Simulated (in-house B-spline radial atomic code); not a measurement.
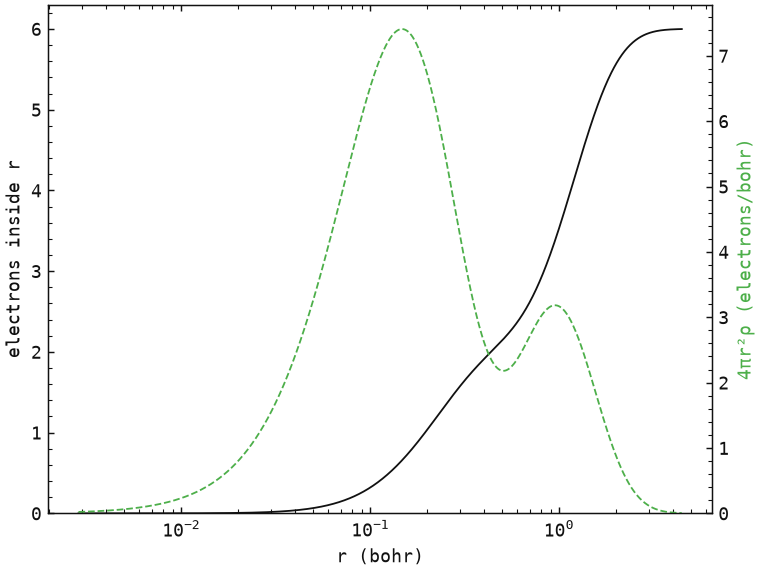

System: the N⁺ ion, configuration [He] 2s2 2p2 (high spin). Method: scalar-relativistic (spin-free one-electron X2C) B3LYP, spin-polarised, spherical density, exact exchange averaged over the configuration, Fermi nucleus, basis-set limit; computed with an in-house B-spline radial code. Radial functions and radii carry no picture-change correction.

The plot shows the number of electrons inside radius r (solid) and the radial density 4πr²ρ (dashed).

> Describe it and give its main numbers.

The count levels off at 6 electrons. Half of them lie within 0.830 bohr, 90 % within 1.83 bohr and 99 % within 2.91 bohr. The radial density has a minimum at 0.51 bohr, where the count stands at 2.2; this parts the shells that the density resolves.
